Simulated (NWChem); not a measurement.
**CH5ClNSi (SMILES C[N][SiH2]Cl): levels of theory compared**

Aim: a comparison of 5 runs (UHF/STO-3G, UHF/3-21G, UB3LYP/6-31G*, UMP2/STO-3G) of CH5ClNSi. 

The results are computed with NWChem 7.3.0.

**1. The molecule**

The species is CH5ClNSi (9 atoms), meant as a doublet with charge 0. As SMILES, `C[N][SiH2]Cl`. The coordinates come from a PBE0-D4/def2-TZVP relaxation. This is one conformer, not always the lowest.

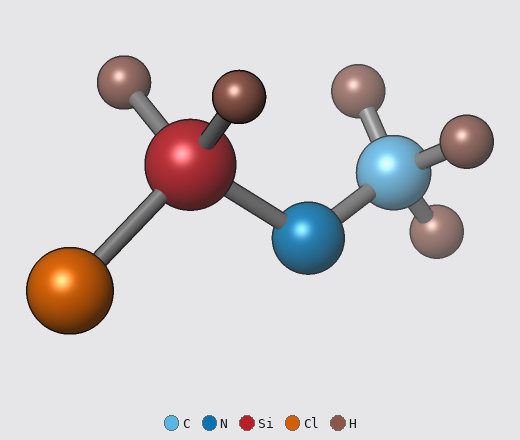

The structure, seen from a chosen angle (carbon blue, nitrogen blue, silicon red, chlorine orange, hydrogen brown).

**2. Energy and gradient at UHF/STO-3G (run 1)**

Contents of work.nw:

```
start work
title "CH5ClNSi hf"
memory stack 880 mb heap 220 mb global 1100 mb

geometry noautosym nocenter noautoz
  C        0.493800       1.341500       0.140500
  N        0.628800      -0.021000       0.521800
  Si      -0.415600      -1.237400      -0.129200
  Cl       0.319500      -3.082500       0.354500
  H        0.134300       1.514200      -0.884300
  H       -0.244700       1.810000       0.812700
  H        1.430900       1.885400       0.295300
  H       -1.762400      -1.101400       0.482200
  H       -0.495900      -1.155200      -1.610700
end

basis "ao basis" spherical bse
  C library STO-3G
  N library STO-3G
  Si library STO-3G
  Cl library STO-3G
  H library STO-3G
end

scf
  doublet
  uhf
  thresh 1e-08
  maxiter 80
  print medium
end

task scf gradient
```

On the command line:

```
nwchem work.nw > work.out
```

What it wrote:

```text
[...]
  functions       =    33
[...]
  wavefunction    = UHF
[...]
         Total SCF energy =   -834.267829572577
      One electron energy =  -1564.052303439198
      Two electron energy =    524.445047195677
 Nuclear repulsion energy =    205.339426670944
                       Sz =      0.5000
                 Sz(Sz+1) =      0.7500
                      S^2 =      0.7597
[...]
                         UHF ENERGY GRADIENTS
    atom               coordinates                        gradient
                 x          y          z           x          y          z
   1 C       0.933147   2.535067   0.265507    0.020339  -0.054734   0.010612
   2 N       1.188260  -0.039684   0.986059   -0.033566   0.034808  -0.030269
   3 Si     -0.785370  -2.338347  -0.244153    0.059128  -0.009434   0.037253
   4 Cl      0.603767  -5.825080   0.669908   -0.008120   0.017488  -0.005318
   5 H       0.253790   2.861423  -1.671085   -0.005301  -0.000159  -0.003393
   6 H      -0.462416   3.420404   1.535780   -0.004232   0.002035   0.004892
   7 H       2.704009   3.562889   0.558036    0.001204   0.002837   0.004082
   8 H      -3.330453  -2.081344   0.911226   -0.027802   0.004261   0.012944
   9 H      -0.937115  -2.183011  -3.043782   -0.001648   0.002898  -0.030805
[...]
```

Run time: 6.6 s. Hardware: 1 thread of Intel Xeon Platinum 8259CL at 2.50GHz (Skylake/Cascade Lake), shared host; peak memory 0.1 GiB.

**3. Energy and gradient at UHF/3-21G (run 2)**

Contents of input.nw:

```
start input
title "CH5ClNSi gradient"
memory total 2200 mb
geometry units angstroms noautosym nocenter noautoz
C     0.493800    1.341500    0.140500
N     0.628800   -0.021000    0.521800
Si   -0.415600   -1.237400   -0.129200
Cl    0.319500   -3.082500    0.354500
H     0.134300    1.514200   -0.884300
H    -0.244700    1.810000    0.812700
H     1.430900    1.885400    0.295300
H    -1.762400   -1.101400    0.482200
H    -0.495900   -1.155200   -1.610700
end
basis spherical bse
* library 3-21G
end
scf
doublet
uhf
thresh 1e-08
maxiter 80
print low
end
task scf gradient
```

On the command line:

```
nwchem input.nw > input.out
```

What it wrote:

```text
[...]
  functions       =    54
[...]
  wavefunction    = UHF
[...]
         Total SCF energy =   -839.389288403897
      One electron energy =  -1567.618729384635
      Two electron energy =    522.890014309794
 Nuclear repulsion energy =    205.339426670944
                       Sz =      0.5000
                 Sz(Sz+1) =      0.7500
                      S^2 =      0.7597
[...]
                         UHF ENERGY GRADIENTS
    atom               coordinates                        gradient
                 x          y          z           x          y          z
   1 C       0.933147   2.535067   0.265507    0.001534  -0.043385   0.002775
   2 N       1.188260  -0.039684   0.986059   -0.015489   0.006399  -0.013363
   3 Si     -0.785370  -2.338347  -0.244153    0.033779  -0.014623   0.020009
   4 Cl      0.603767  -5.825080   0.669908   -0.015322   0.041794  -0.010191
   5 H       0.253790   2.861423  -1.671085   -0.004401   0.001170  -0.006056
   6 H      -0.462416   3.420404   1.535780   -0.004947   0.003080   0.004603
   7 H       2.704009   3.562889   0.558036    0.006964   0.004985   0.003181
   8 H      -3.330453  -2.081344   0.911226   -0.002128   0.000489   0.000993
   9 H      -0.937115  -2.183011  -3.043782    0.000009   0.000091  -0.001951
 Task  times  cpu:        7.4s     wall:        7.4s
[...]
```

Run time: 8.1 s. Hardware: 1 thread of Intel Xeon Platinum 8259CL at 2.50GHz (Skylake/Cascade Lake), shared host; peak memory 0.1 GiB.

Run 3 isn't shown in full; the table further down has it.

**4. Energy and forces at UB3LYP/6-31G(d) (Cartesian functions) (run 4)**

Contents of sp.nw:

```
start sp
title "CH5ClNSi B3LYP"
memory 2200 mb
geometry units angstroms noautosym nocenter noautoz
  C      0.493800     1.341500     0.140500
  N      0.628800    -0.021000     0.521800
  Si    -0.415600    -1.237400    -0.129200
  Cl     0.319500    -3.082500     0.354500
  H      0.134300     1.514200    -0.884300
  H     -0.244700     1.810000     0.812700
  H      1.430900     1.885400     0.295300
  H     -1.762400    -1.101400     0.482200
  H     -0.495900    -1.155200    -1.610700
end
basis
  * library 6-31G*
end
dft
  xc b3lyp
  mult 2
  grid xfine
  convergence energy 1e-08
  iterations 100
  mulliken
  print medium
end
task dft gradient
```

On the command line:

```
nwchem sp.nw > sp.out
```

What it wrote:

```text
[...]
          Wavefunction type:  spin polarized.
          No. of atoms     :     9
          No. of electrons :    49
[...]
          Charge           :     0
          Spin multiplicity:     2
[...]
          AO basis - number of functions:    78
[...]
              XC Information
              --------------
                         B3LYP Method XC Potential
                     Hartree-Fock (Exact) Exchange  0.200
                        Slater Exchange Functional  0.800 local
                    Becke 1988 Exchange Functional  0.720 non-local
              Lee-Yang-Parr Correlation Functional  0.810
                  VWN I RPA Correlation Functional  0.190 local
[...]
 d= 0,ls=0.0,diis     1   -845.4849949859 -1.05D+03  6.93D-03  1.52D-01     7.8
[...]
 d= 0,ls=0.0,diis    14   -845.5506215313 -1.73D-09  7.88D-08  7.67D-12   102.1
[...]
         Total DFT energy =     -845.550621531306
      One electron energy =    -1573.692829539317
           Coulomb energy =      586.222358906222
    Exchange-Corr. energy =      -63.419577569155
 Nuclear repulsion energy =      205.339426670944
[...]
      <S2> =      0.7536 (Exact =     0.7500)
[...]
  wavefunction    = open shell
                         DFT ENERGY GRADIENTS
    atom               coordinates                        gradient
                 x          y          z           x          y          z
   1 C       0.933147   2.535067   0.265507    0.000435  -0.004949   0.001704
   2 N       1.188260  -0.039684   0.986059   -0.004093   0.003280  -0.004802
   3 Si     -0.785370  -2.338347  -0.244153    0.005654  -0.003479   0.003751
   4 Cl      0.603767  -5.825080   0.669908   -0.003068   0.008959  -0.002088
   5 H       0.253790   2.861423  -1.671085    0.000254  -0.001485   0.002090
   6 H      -0.462416   3.420404   1.535780    0.001460  -0.001259  -0.001340
   7 H       2.704009   3.562889   0.558036   -0.001826  -0.001487   0.000070
   8 H      -3.330453  -2.081344   0.911226    0.000686   0.000250  -0.000047
   9 H      -0.937115  -2.183011  -3.043782    0.000498   0.000171   0.000663
[...]
```

It took 2 min on 1 thread of Intel Xeon Platinum 8259CL at 2.50GHz (Skylake/Cascade Lake), shared host; peak memory 0.14 GiB.

**5. Energy and forces at UMP2/STO-3G (run 5)**

Contents of mol.xyz:

```xyz
9

C      0.493800     1.341500     0.140500
N      0.628800    -0.021000     0.521800
Si    -0.415600    -1.237400    -0.129200
Cl     0.319500    -3.082500     0.354500
H      0.134300     1.514200    -0.884300
H     -0.244700     1.810000     0.812700
H      1.430900     1.885400     0.295300
H     -1.762400    -1.101400     0.482200
H     -0.495900    -1.155200    -1.610700
```

Contents of mol.nw:

```
start mol
memory total 2200 mb

geometry noautosym nocenter noautoz
load format xyz mol.xyz
end

basis spherical bse
* library STO-3G
end

scf
doublet
uhf
thresh 1e-08
maxiter 80
print medium
end

mp2
freeze core 12
tight
end

task mp2 gradient
```

On the command line:

```
nwchem mol.nw > mol.out
```

What it wrote:

```text
[...]
  functions       =    33
[...]
  wavefunction    = UHF
[...]
         Total SCF energy =   -834.267829572306
      One electron energy =  -1564.052303439130
      Two electron energy =    524.445047195881
 Nuclear repulsion energy =    205.339426670944
                       Sz =      0.5000
                 Sz(Sz+1) =      0.7500
                      S^2 =      0.7597
[...]
          Total MP2 energy          -834.386996837465
[...]
                         mp2 ENERGY GRADIENTS
    atom               coordinates                        gradient
                 x          y          z           x          y          z
   1 C       0.933147   2.535067   0.265507    0.018981  -0.044590   0.012895
   2 N       1.188260  -0.039684   0.986059   -0.040346   0.041186  -0.038676
   3 Si     -0.785370  -2.338347  -0.244153    0.054804  -0.009746   0.035498
   4 Cl      0.603767  -5.825080   0.669908   -0.009995   0.022230  -0.006626
   5 H       0.253790   2.861423  -1.671085    0.000279  -0.004739   0.010599
   6 H      -0.462416   3.420404   1.535780    0.005951  -0.005191  -0.003984
   7 H       2.704009   3.562889   0.558036   -0.010961  -0.005352   0.001646
   8 H      -3.330453  -2.081344   0.911226   -0.018445   0.003532   0.009222
   9 H      -0.937115  -2.183011  -3.043782   -0.000269   0.002669  -0.020574
[...]
```

It took 12 s on 1 thread of Intel Xeon Platinum 8259CL at 2.50GHz (Skylake/Cascade Lake), shared host; peak memory 0.1 GiB.

**6. The series**

| run | level | iteration cap | module | energy (Eh) | dipole moment (D) | HOMO energy (eV) | LUMO energy (eV) | wall time |
| --- | --- | --- | --- | --- | --- | --- | --- | --- |
| 1 | UHF/STO-3G | 80 | scf | -834.267830 | 3.86 | -8.19 | 7.34 | 6.6 s |
| 2 | UHF/3-21G | 80 | scf | -839.389288 | – | – | – | 8.1 s |
| 3 | UB3LYP/6-31G* (spherical functions) | 100 | dft | -845.543724 | 3.11 | -7.01 | -3.44 | 2 min |
| 4 | UB3LYP/6-31G* (Cartesian functions) | 100 | dft | -845.550622 | 3.11 | -7.02 | -3.44 | 2 min |
| 5 | UMP2/STO-3G | 80 | mp2 | -834.386997 | 3.68 | -8.19 | 7.34 | 12 s |

**7. What came out**

```
                                                         quantity          value
                                              run 5: total energy  -834.38700 Eh
   run 5: dipole moment (of the density that the program reports)         3.68 D
run 5: HOMO energy (Hartree–Fock orbitals) (highest over α and β)       -8.19 eV
 run 5: LUMO energy (Hartree–Fock orbitals) (lowest over α and β)        7.34 eV
              run 5: correlation energy (12 core orbitals frozen)     -119.2 mEh
                         run 5: ⟨S²⟩ of the reference determinant          0.760
                                  run 5: largest force on an atom     3.570 eV/Å
```

**Reading.** Over runs 1, 3, 4, 5 the dipole moment (its size) runs from 3.11 D (UB3LYP/6-31G*) to 3.86 D (UHF/STO-3G). The two ends differ in method and basis. In runs 1, 5 the basis is minimal, so the values are rough. All runs together took 4.5 min, the longest 2 min.
